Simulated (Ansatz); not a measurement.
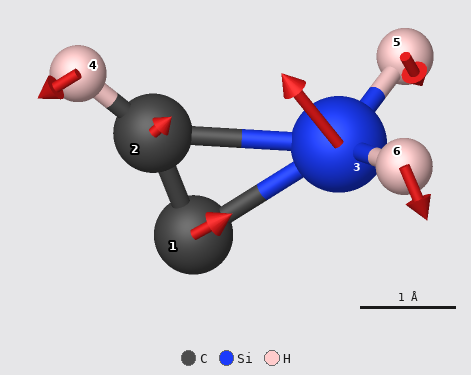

A relaxation of C₂H₃Si (multiplicity 2). The starting structure is drawn; red arrows show the displacements, magnified 10 times. The two geometries are superimposed by the best rigid fit.

Style: ball-and-stick. Shown from a free direction.

All numbers below come from UKS PBE0-D4/def2-TZVP (Ansatz).

Input file:
```yaml
crystal:
  periodic: [false, false, false]
  atoms:
    - {symbol: C, position_ang: [0.837680, -1.025300, 0.466610]}
    - {symbol: C, position_ang: [-0.311940, -1.099080, -0.125490]}
    - {symbol: Si, position_ang: [0.304940, 0.744430, 0.133450]}
    - {symbol: H, position_ang: [-1.126410, -1.658840, -0.525680]}
    - {symbol: H, position_ang: [0.713660, 1.484660, -1.046990]}
    - {symbol: H, position_ang: [-0.417930, 1.554130, 1.098090]}
basis:
  gaussian: {orbitals: def2-TZVP}
magnetization: {spin_polarized: true, initial_magnetization: 1}
hamiltonian: {xc: pbe0, dispersion: d4}
relax: {f_tol: 0.005, max_steps: 200}
```

Launched with:
```bash
ansatz run in.yaml --threads 2 --pin off --events-out ev --progress --plain --max-ram 4352MiB
```

Q: Describe the change and its energy.

A: The atom that moves furthest after the best rigid fit is Si3 (0.10 Å). By element the largest moves are Si 0.10 Å, H 0.06 Å, C 0.05 Å. Near-neighbour distances that change, for instance: C2–Si3 1.961 → 1.877 Å, C1–Si3 1.878 → 1.832 Å, Si3–H5 1.452 → 1.479 Å, C2–H4 1.066 → 1.080 Å. Bond angles that change, for instance: C2–Si3–H5 117.4° → 121.2°, C1–C2–H4 151.6° → 148.3°, Si3–C2–H4 141.6° → 144.1°. Over 7 geometry steps the energy falls by 9.23 kJ/mol. The largest force component goes from 1.7 to 0.00026 eV/Å.
